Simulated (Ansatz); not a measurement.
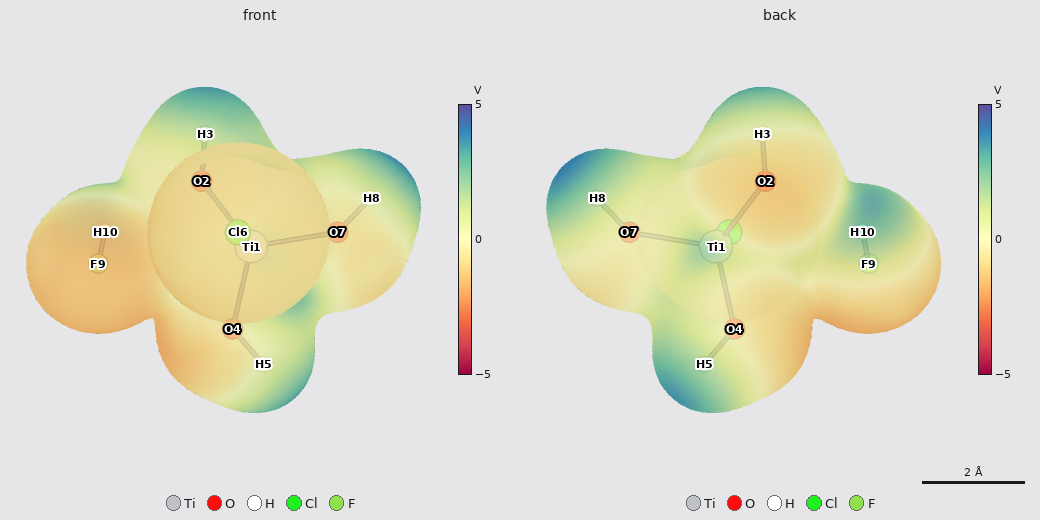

Figure. ClH3O3Ti···HF. The molecular electrostatic potential painted on the density surface at 0.004 e/bohr³, seen from the front and from behind; red is negative and blue positive.

Not at a stationary point (largest force 1.5 eV/Å).

All numbers below come from RKS PBE0-D4/def2-SVP in Ansatz.

The calculation's input:

```
crystal:
  periodic: [false, false, false]
  atoms:
    - { symbol: Ti, position_ang: [0.0, 0.0, 0.0] }
    - { symbol: O, position_ang: [0.0, 0.0, 2.27] }
    - { symbol: H, position_ang: [-0.9095, -0.2814, 2.6071] }
    - { symbol: O, position_ang: [1.8106, 0.0, -0.6394] }
    - { symbol: H, position_ang: [2.1269, -0.9521, -0.756] }
    - { symbol: Cl, position_ang: [-1.1163, 1.9339, -0.7892] }
    - { symbol: O, position_ang: [-0.9043, -1.5667, -0.6394] }
    - { symbol: H, position_ang: [-1.359, -2.0324, 0.133] }
    - { symbol: F, position_ang: [0.7985, 1.8569, 0.6716] }
    - { symbol: H, position_ang: [0.5234, 1.2172, 1.7956] }
basis:
  gaussian: { orbitals: def2-SVP }
hamiltonian:
  xc: pbe0
  dispersion: d4
relax:
  f_tol: 0.15
  max_steps: 25
  restrain:
    - { distance: [0, 8], at: 3.03, k: 30.0 }
    - { distance: [9, 1], at: 2.21, k: 30.0 }
    - { distance: [0, 1], at: 1.92, k: 30.0 }
    - { distance: [9, 8], at: 0.92, k: 30.0 }
output:
  orbitals: {}
```

Launched as:

```sh
ansatz run input.yaml --threads 4 --pin off --max-ram 5120MiB --backend cpu --events-out ev --progress --plain --runs-dir out
```

The fields are those of the run's last geometry, not of the input's.

**Which sites attract a positive test charge, and which a negative one?**

A positive charge is drawn to the negative regions and a negative charge to the positive ones. The most negative region (about −1.8 V) lies over O4 and F9, the most positive (about +3.9 V) over H8.
